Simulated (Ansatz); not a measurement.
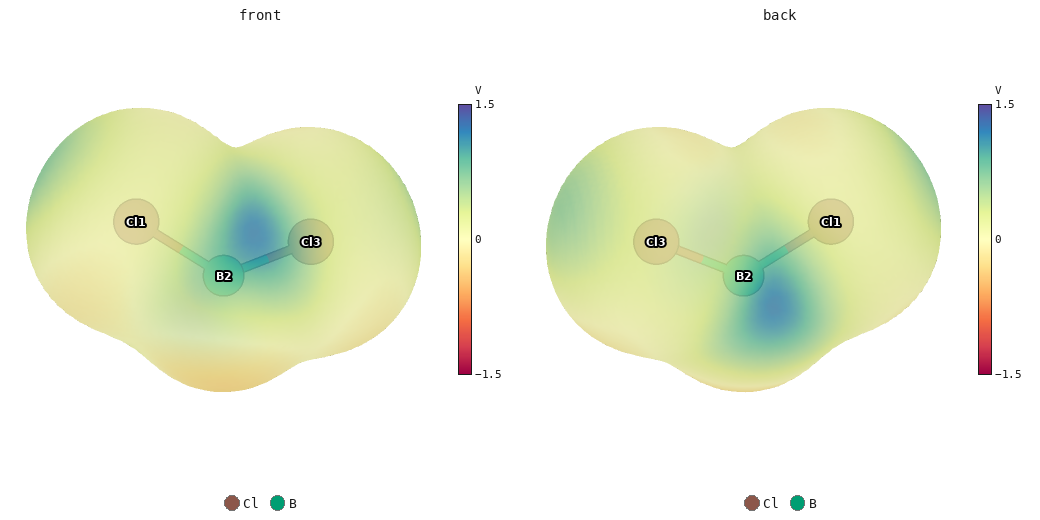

BCl2 (doublet). The electrostatic potential painted on the density surface at 0.002 e/bohr³, seen from the front and from behind; red is negative and blue positive.

Geometry: PBE0-D4/def2-TZVP.

Computed with UKS PBE0-D4/def2-TZVPP (Ansatz 0.2.0).

### Which sites attract a positive test charge, and which a negative one?

A positive charge is drawn to the negative regions and a negative charge to the positive ones. The most negative region (about −0.3 V) lies over Cl1, the most positive (about +1.2 V) over B2. Cl1 shows a σ-hole: about +0.7 V at the tip opposite its bond, against about 0.0 V on its flanks. Cl3 shows a σ-hole: about +0.7 V at the tip opposite its bond, against about 0.0 V on its flanks.
